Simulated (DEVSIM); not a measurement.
Structure: abrupt Si n-p junction, at 300 K.

```
layer (left to right)  material  thickness (μm)  Nd (cm⁻³)  Na (cm⁻³)  τn (s)  τp (s)
---------------------  --------  --------------  ---------  ---------  ------  ------
1                            Si            14.0     2.3e18          -  7.5e-7  7.5e-7
2                            Si           0.310          -     4.8e15  7.5e-7  7.5e-7
```

Left contact: ohmic. Right contact: ohmic. Voltage is applied to the left contact. Recombination: SRH at mid-gap, Auger. Gap narrowing is on: ΔEg = 6.92 meV × (l + √(l² + 0.5)), l = ln(N/1.3e17 cm⁻³), shared equally by both band edges. Mobility is μmin + (μ − μmin)/(1 + (N/Nref)^α).

The device is made up for the run: typed textbook-type constants, with dimensions and the other settings drawn at random. Values at 300 K.

| parameter | Si |
|---|---|
| gap (eV) | 1.124 |
| affinity (eV) | 4.05 |
| permittivity | 11.7 |
| Nc (cm⁻³) | 2.86e19 |
| Nv (cm⁻³) | 3.1e19 |
| μn (cm²/Vs) | 1417 |
| μp (cm²/Vs) | 470 |
| μn,min | 52 |
| μp,min | 45 |
| Nref,n | 9.7e16 |
| Nref,p | 2.2e17 |
| αn | 0.68 |
| αp | 0.72 |
| Cn (cm⁶/s) | 2.8e-31 |
| Cp (cm⁶/s) | 9.9e-32 |

DEVSIM, 1D drift-diffusion, Boltzmann statistics, complete ionisation; no tunnelling, impact ionisation, image-force lowering or self-heating.

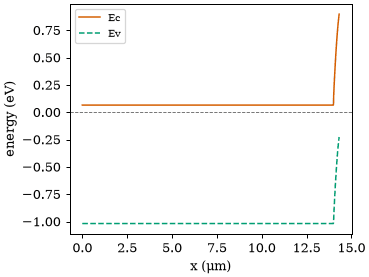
*Band edges at zero bias*

Energies count from the Fermi level of the right contact; mesh points crowd at the junctions.

```
x (μm)   Ec (eV)  Ev (eV)  n (cm⁻³)  p (cm⁻³)  field (V/cm)
-------  -------  -------  --------  --------  ------------
0.000      0.065   -1.018    2.3e18       240           ≈ 0
0.02401    0.065   -1.018    2.3e18       240           ≈ 0
0.07195    0.065   -1.018    2.3e18       240           ≈ 0
0.1677     0.065   -1.018    2.3e18       240           ≈ 0
0.4452     0.065   -1.018    2.3e18       240           ≈ 0
0.9130     0.065   -1.018    2.3e18       240           ≈ 0
1.847      0.065   -1.018    2.3e18       240           ≈ 0
4.745      0.065   -1.018    2.3e18       240           ≈ 0
8.741      0.065   -1.018    2.3e18       240           ≈ 0
11.38      0.065   -1.018    2.3e18       240           ≈ 0
12.70      0.065   -1.018    2.3e18       240           ≈ 0
13.48      0.065   -1.018    2.3e18       240           ≈ 0
13.75      0.065   -1.018    2.3e18       240           ≈ 0
13.89      0.065   -1.018    2.3e18       240           ≈ 0
13.97      0.065   -1.018    2.3e18       240           ≈ 0
14.00      0.075   -1.009    1.6e18       350         35000
14.02      0.190   -0.934    1.9e16      6400         37000
14.05      0.314   -0.809    1.5e14    790000         32000
14.15      0.583   -0.540     4.5e9    2.6e10         25000
14.23      0.763   -0.360   4300000    2.7e13         19000
14.28      0.848   -0.276    160000    7.3e14         16000
14.31      0.897   -0.227     25000    4.8e15         14000
```
